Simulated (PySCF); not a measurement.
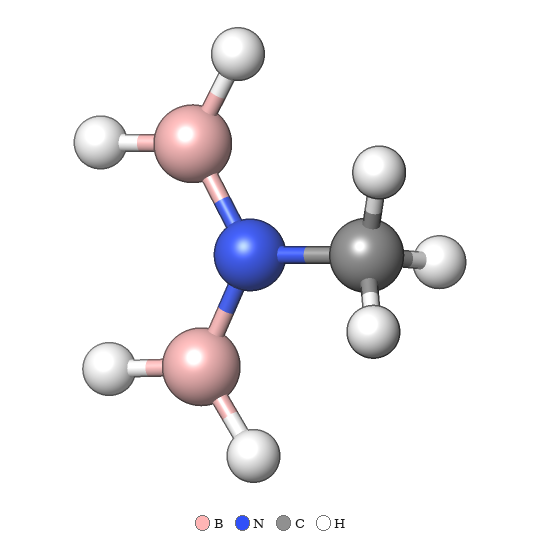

Every bond is drawn as one stick, whatever its order.

The geometry was computed by an optimisation with GFN2-xTB. No frequency run is at hand to confirm it as a minimum.

> What is the molecular formula?

CH₇B₂N, 11 atoms: 1 carbon, 7 hydrogen, 2 boron and 1 nitrogen.

> What is its SMILES?

BN(B)C

> Name some functional groups or characteristic bonds that it holds.

Among them: B–H bond.

> How many bonds of each kind are drawn?

4 B–H, 3 C–H, 2 B–N, 1 C–N.

> Describe its rings.

It has no ring.

The parts below concern this one geometry. Atoms keep their numbers from picture to picture.

### Shape

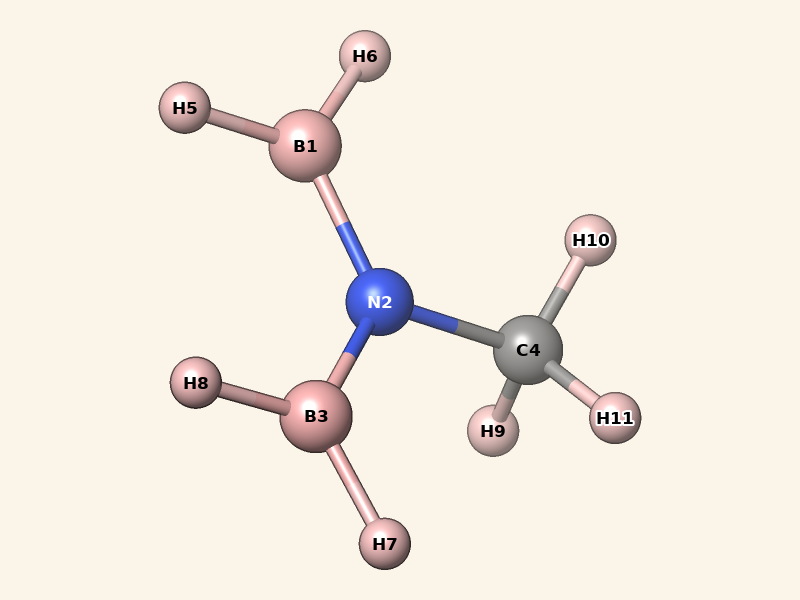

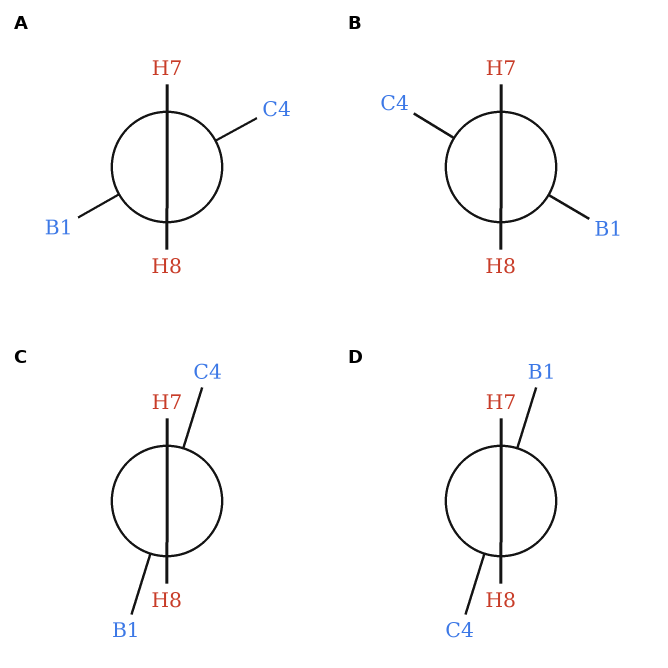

Atoms fade into the background with distance from the viewer. Bonds that would overlap in a projection are set slightly apart. No frequency run is at hand to confirm it as a minimum.

> Which Newman projection shows the view along B3–N2, with B3 in front?

C. The torsion angle H7–B3–N2–C4 is 2°, synperiplanar (eclipsed).

### Electronic properties

No frequency run is at hand to confirm it as a minimum. Level of theory: B3LYP/pcJ-1, gas phase (PySCF 2.14.0).

Predict the main results.

- dipole moment: 1.52 D
- HOMO energy (Kohn–Sham orbital): −8.51 eV
- LUMO energy (Kohn–Sham orbital): −1.49 eV
- HOMO–LUMO gap: 7.02 eV

### Spin–spin coupling

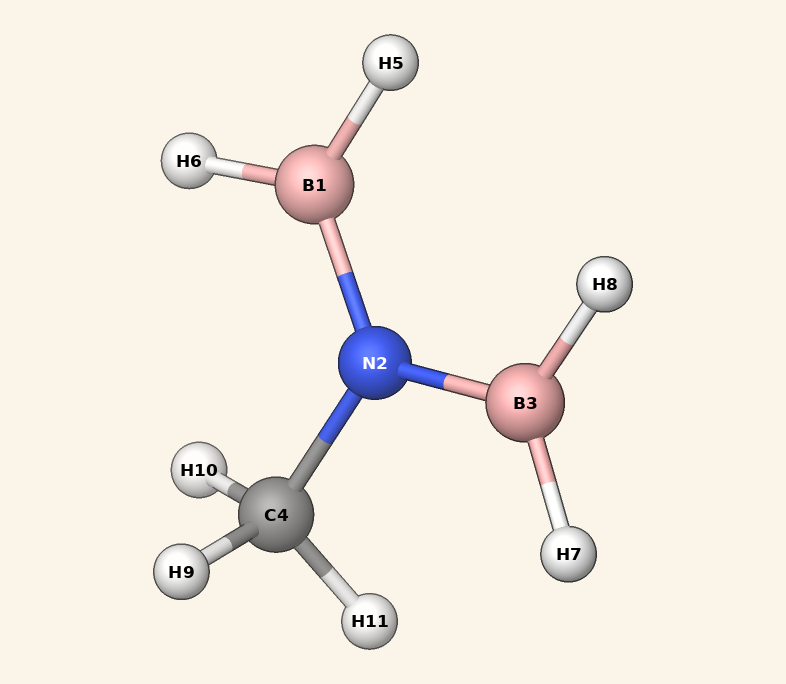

No frequency run is at hand to confirm it as a minimum. Properties computed with B3LYP/pcJ-1 indirect spin-spin coupling, non-relativistic, gas phase (PySCF 2.14.0). Isotopes: 11B, 13C, 1H, 15N.

Give the spin–spin coupling constants of these pairs, with the number of bonds between them: B1/H6, N2/C4, B1/B3, N2/H8, N2/H7, B3/H5, B3/H6.

```
  pair  bonds apart  J (Hz)
B1, H6            1   134.2
N2, C4            1    −7.9
B1, B3            2     3.4
N2, H8            2    −4.5
N2, H7            2    −1.3
B3, H5            3     5.0
B3, H6            3     5.5
```

### Charges

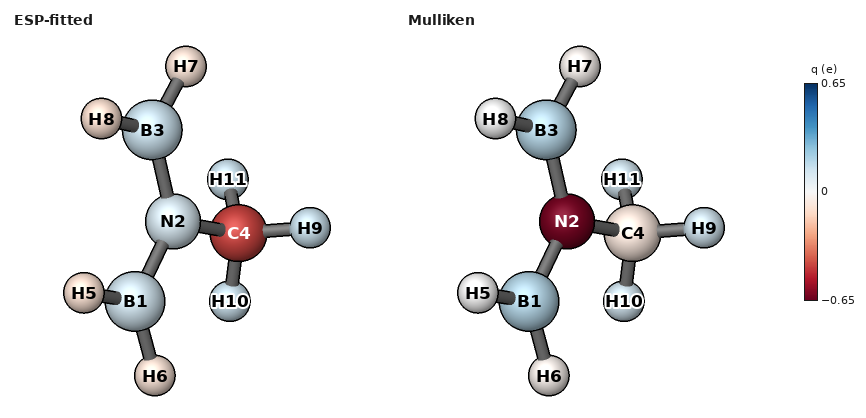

Atomic charges of one calculation by 2 schemes, on one colour scale. No frequency run is at hand to confirm it as a minimum. Method: PBE0/pcSseg-1 (PySCF 2.14.0).

> On which atom do the schemes disagree most?

On N2 (from −0.62 to 0.11 e).

List the charges (e), one line for each set of equivalent atoms.

```tsv
atom	ESP-fitted	Mulliken
B1	0.13	0.18
N2	0.11	−0.62
B3	0.14	0.18
C4	−0.44	−0.07
H5	−0.09	0.00
H6	−0.08	−0.03
H7	−0.08	−0.02
H8	−0.10	0.00
H9	0.14	0.12
H10	0.14	0.12
H11	0.14	0.12
```

Mulliken values depend strongly on the basis set and can even reverse the polarity of a bond. The geometry is semi-empirical. Around B such bond lengths and angles can be off by a tenth of an ångström or more and by several degrees, and values that hang on the shape move with them.
